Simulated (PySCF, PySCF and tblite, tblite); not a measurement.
# C₅H₁₀AlClO: a path driven as rotation about a bond, and NMR exchange, part 2 of 2

PySCF and tblite. Atoms count from 0. The steps go on from the part before.

## 9. Shieldings, end: revPBE/pcSseg-1

Job settings and geometry (Å):

```
{"job": {"kind": "nmr", "xc": "revPBE", "basis": "pcSseg-1", "pop": false}, "charge": 0, "multiplicity": 1}
C      2.232973     1.581449    -0.669327
C      1.094911     0.915044    -0.799040
C      0.694406    -0.234599     0.010279
C      1.540339    -1.098467     0.563698
O     -0.683737    -0.350327     0.088519
C     -1.215106    -1.615381     0.435974
Al    -2.150860     0.921276    -0.000191
Cl    -1.547918     2.864283    -0.158891
H      2.961255     1.333468     0.084226
H      2.466213     2.413503    -1.309370
H      0.362197     1.208788    -1.541518
H      1.233035    -1.943108     1.151338
H      2.597476    -0.961404     0.440323
H     -1.041668    -1.845780     1.488313
H     -2.288489    -1.539166     0.257769
H     -0.784291    -2.392982    -0.198684
H     -2.793094     0.243710    -1.252774
H     -2.746947     0.537106     1.395309
```

The log of the run:

```text
coarse grid: 15968 points
cycle   1  E = -973.9524176196  dE =  7.590e-01  |g| = 6.384e-01  |ddm| = 3.866e+00
cycle   2  E = -973.8716581922  dE =  8.076e-02  |g| = 8.912e-01  |ddm| = 1.275e+00
cycle   3  E = -974.0409725137  dE = -1.693e-01  |g| = 1.958e-01  |ddm| = 7.661e-01
cycle   4  E = -974.0494855048  dE = -8.513e-03  |g| = 8.214e-02  |ddm| = 2.243e-01
cycle   5  E = -974.0510863873  dE = -1.601e-03  |g| = 3.155e-02  |ddm| = 8.966e-02
cycle   6  E = -974.0512735824  dE = -1.872e-04  |g| = 5.814e-03  |ddm| = 2.414e-02
cycle   7  E = -974.0512815526  dE = -7.970e-06  |g| = 1.542e-03  |ddm| = 7.275e-03
final grid: 144608 points
cycle   8  E = -974.1229193331  dE = -5.679e-05  |g| = 2.143e-02  |ddm| = 5.553e-02
cycle   9  E = -974.1226883135  dE =  2.310e-04  |g| = 4.120e-02  |ddm| = 3.764e-02
cycle  10  E = -974.1229936612  dE = -3.053e-04  |g| = 6.749e-03  |ddm| = 2.828e-02
cycle  11  E = -974.1230046283  dE = -1.097e-05  |g| = 1.835e-03  |ddm| = 7.483e-03
cycle  12  E = -974.1230054359  dE = -8.076e-07  |g| = 5.256e-04  |ddm| = 1.747e-03
cycle  13  E = -974.1230055030  dE = -6.708e-08  |g| = 8.206e-05  |ddm| = 4.246e-04
cycle  14  E = -974.1230055035  dE = -5.564e-10  |g| = 6.246e-05  |ddm| = 1.257e-04
cycle  15  E = -974.1230055046  dE = -1.089e-09  |g| = 1.283e-05  |ddm| = 6.000e-05
cycle  16  E = -974.1230055047  dE = -4.434e-11  |g| = 3.854e-06  |ddm| = 1.452e-05
converged SCF energy = -974.1230055047

GIAO shielding tensors (ppm)
atom      isotropic    diamagn.    paramagn.     s11        s22        s33       span
  0 C       60.562     253.320    -192.759    -43.634     58.655    166.664    210.299
  1 C       45.780     256.494    -210.714    -60.024     54.081    143.284    203.308
  2 C       18.286     254.294    -236.009    -76.582     47.147     84.293    160.875
  3 C       93.202     256.452    -163.251     11.526     92.479    175.601    164.075
  4 O      233.398     404.634    -171.237    164.758    258.064    277.371    112.614
  5 C      124.803     246.367    -121.565     92.215    112.007    170.187     77.972
  6 Al     414.112     796.782    -382.669    387.630    423.932    430.776     43.146
  7 Cl     935.479    1150.495    -215.016    800.384    969.730   1036.323    235.938
  8 H       25.724      32.332      -6.607     22.345     25.380     29.448      7.104
  9 H       26.102      28.961      -2.858     23.325     25.018     29.965      6.640
 10 H       24.997      33.411      -8.414     20.740     24.842     29.408      8.668
 11 H       27.321      32.692      -5.371     24.385     25.680     31.900      7.515
 12 H       26.625      32.225      -5.600     23.998     26.284     29.592      5.594
 13 H       27.968      30.732      -2.764     24.539     25.525     33.841      9.303
 14 H       26.924      29.975      -3.050     22.313     26.536     31.924      9.611
 15 H       28.389      30.401      -2.013     25.328     25.570     34.268      8.940
 16 H       27.430      30.671      -3.241     23.761     26.302     32.227      8.467
 17 H       27.578      30.533      -2.955     23.439     26.984     32.310      8.870
```

It took 47 s on 1 thread of Arm Neoverse V1, shared host; peak memory 0.73 GiB.

This run: HOMO -6.03 eV, LUMO -2.39 eV; dipole 5.55 D.

## 10. Kinetics and line shapes

Job settings and geometry (Å):

```
{"job": {"smiles": "C=CC(=C)[O+](C)[AlH2-][Cl]", "charge": 0, "mult": 1, "motion": "rotation", "what": "diene or enone", "atoms": [1, 2], "drives": [{"terms": [["t", [0, 1, 2, 3], 0.25], ["t", [0, 1, 2, 4], 0.25], ["t", [10, 1, 2, 3], 0.25], ["t", [10, 1, 2, 4], 0.25]], "by": 180, "n": 12}], "study": "path", "level": {"kind": "nmr", "xc": "revPBE", "basis": "pcSseg-1"}, "fields": [90, 600, 700], "first": 4, "seed": 189, "kind": "path"}, "charge": 0, "multiplicity": 1}
C      1.334250     1.721514     0.526581
C      1.681864     0.618843    -0.125978
C      0.741347    -0.425690    -0.507961
C      1.002165    -1.396055    -1.377818
O     -0.532158    -0.353859     0.066784
C     -0.624601    -0.970636     1.338582
Al    -2.075294     0.586271    -0.491476
Cl    -1.556252     1.414673    -2.285273
H      0.311280     1.912949     0.818857
H      2.053336     2.485014     0.765250
H      2.700500     0.453398    -0.445948
H      0.248977    -2.116293    -1.646966
H      1.956139    -1.467417    -1.866859
H      0.077388    -0.519315     2.043319
H     -1.646705    -0.802705     1.676720
H     -0.431650    -2.043170     1.259294
H     -3.045082    -0.635477    -0.499425
H     -2.204263     1.544273     0.740661
```

The log of the run:

```text
stationary points (kcal/mol above the start)
  n  kind          group   xTB      DFT    lowest mode
  0  minimum      C1       0.00     0.00      29.2
  1  saddle       C1       3.81     8.23     -88.8
  2  minimum      C1       1.17     4.47      32.4

GFN2-xTB energies: T/K, barrier G, reaction G (kcal/mol), k forward, k back (1/s)
 150.00     4.21     1.57   2.33e+06   4.46e+08
 200.00     4.34     1.61    7.5e+07   4.36e+09
 250.00     4.49     1.66   6.14e+08   1.75e+10
 298.15     4.65     1.71   2.42e+09   4.35e+10
 350.00     4.83     1.76      7e+09   8.84e+10
 400.00     5.02     1.81   1.52e+10   1.48e+11
 500.00     5.40     1.91   4.54e+10   3.09e+11

revPBE/pcSseg-1 + D3(BJ) energies: T/K, barrier G, reaction G (kcal/mol), k forward, k back (1/s)
 150.00     8.63     4.87      0.839   1.05e+07
 200.00     8.76     4.92    1.1e+03   2.62e+08
 250.00     8.92     4.97   8.36e+04   1.85e+09
 298.15     9.07     5.02   1.39e+06    6.6e+09
 350.00     9.25     5.07   1.21e+07   1.77e+10
 400.00     9.44     5.12   5.81e+07   3.63e+10
 500.00     9.82     5.21   5.29e+08      1e+11
```

Run time: 3 min. Hardware: 1 thread of Arm Neoverse V1, shared host; peak memory 0.74 GiB. This counts the whole study up to here.

Barriers by level (kcal/mol; entropies in cal/(mol K)). Zero-point and thermal terms come from xTB in every row. ΔG‡ leaves symmetry out; the rate counts one path; effective ΔG‡, where given, is the barrier that would give that rate by Eyring's equation alone:

```csv
level,ΔE‡,with zero-point,ΔH‡,ΔS‡,ΔG‡ (298 K),ΔE of reaction,k at 298 K (1/s),effective ΔG‡
GFN2-xTB,3.80,3.97,3.37,-4.3,4.65,1.17,2.4e+09,4.65
revPBE/pcSseg-1 + D3(BJ),8.23,8.39,7.79,-4.3,9.07,4.47,1.4e+06,9.07
```

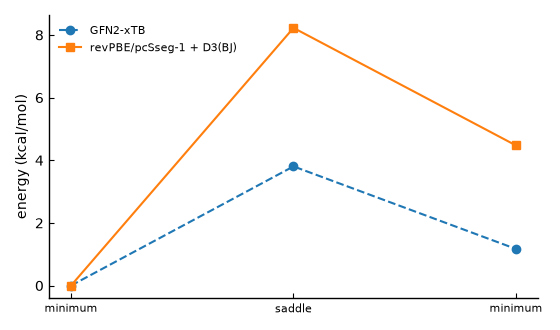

The xTB stationary points, at both levels.

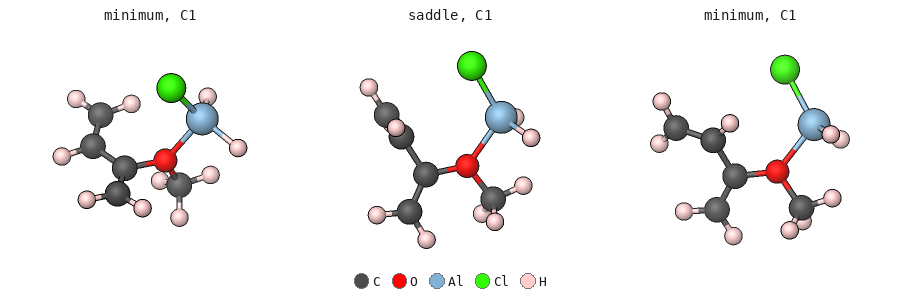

The stationary points in order.

Sites that the driver pairs across this motion, and where their lines would merge (no couplings; faster rotations or exchange between molecules can average them sooner):

```csv
nucleus,sites: shielding (ppm),proton frequency (MHz),spread (Hz),coalescence (K),lines at 298 K
$^{13}$C,C3: 67.1; C3 (end): 93.2,700,4597,not given,–
$^{17}$O,O4: 270.5; O4 (end): 233.4,700,3523,not given,–
$^{1}$H,H11: 26.27; H11 (end): 27.32,700,736,not given,–
$^{13}$C,C5: 120.8; C5 (end): 124.8,700,711,not given,–
$^{13}$C,C1: 49.7; C1 (end): 45.8,700,690,not given,–
$^{13}$C,C0: 58.0; C0 (end): 60.6,700,446,not given,–
$^{1}$H,H12: 26.25; H12 (end): 26.62,700,262,not given,–
$^{1}$H,H10: 25.32; H10 (end): 25.00,700,230,not given,–
```

A dash: the driver gave no coalescence for this row (it judged the minor form too scarce).

Rows that set an atom against itself at the end compare its shielding in the two forms.

Lines of quadrupolar nuclei are broad, so their coalescence could hardly be seen.

## 11. Nudged elastic band, band settings drawn wide

Job settings and geometry (Å):

```
{"job": {"images": 13, "spring": 0.05, "start": "scan", "climb": true, "fmax": 0.03, "method": "GFN2-xTB", "steps": 200, "xc": "GFN2-xTB", "basis": "xTB", "kind": "neb"}, "charge": 0, "multiplicity": 1}
C      1.334250     1.721514     0.526581
C      1.681864     0.618843    -0.125978
C      0.741347    -0.425690    -0.507961
C      1.002165    -1.396055    -1.377818
O     -0.532158    -0.353859     0.066784
C     -0.624601    -0.970636     1.338582
Al    -2.075294     0.586271    -0.491476
Cl    -1.556252     1.414673    -2.285273
H      0.311280     1.912949     0.818857
H      2.053336     2.485014     0.765250
H      2.700500     0.453398    -0.445948
H      0.248977    -2.116293    -1.646966
H      1.956139    -1.467417    -1.866859
H      0.077388    -0.519315     2.043319
H     -1.646705    -0.802705     1.676720
H     -0.431650    -2.043170     1.259294
H     -3.045082    -0.635477    -0.499425
H     -2.204263     1.544273     0.740661
```

The log of the run:

```text
image   E - E0 / eV
  0       0.0000
  1       0.0066
  2       0.0178
  3       0.0286
  4       0.0227
  5       0.0865
  6       0.1443
  7       0.1675
  8       0.1510
  9       0.1135
 10       0.0788
 11       0.0604
 12       0.0507
```

Run time: 15 s. Hardware: 1 thread of Arm Neoverse V1, shared host; peak memory 0.32 GiB.

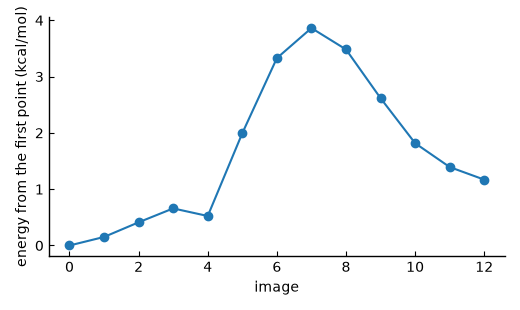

Energy along the band.

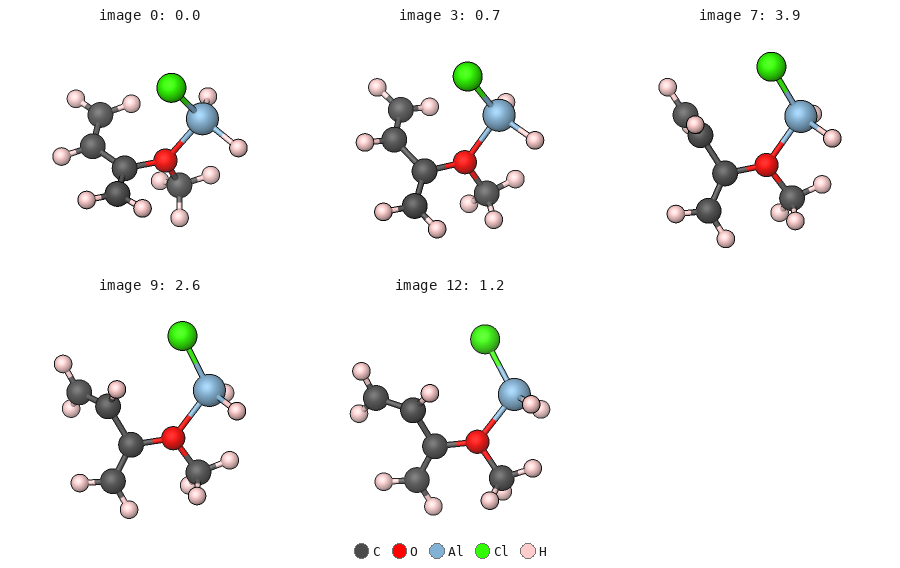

Images along the band, with energies in kcal/mol.

## 12. Outcome

This closing draws on all 2 parts.

| quantity | value |
| --- | --- |
| barrier (revPBE/pcSseg-1 + D3(BJ)) | ΔE‡ 8.2, ΔG‡(298 K) 9.1 kcal/mol |
| barrier (GFN2-xTB) | ΔE‡ 3.8 kcal/mol |
| rate at 298 K | 1.4e+06 s⁻¹ |
| end of the path | 4.5 kcal/mol from the start |

What this shows: DFT puts the top 8.2 kcal/mol above the start (xTB: 3.8); the rate from the DFT barrier is 1.4e+06 s⁻¹ at 298 K. An error of 1.4 kcal/mol changes that rate tenfold. It was not proven that each saddle links the two ends.
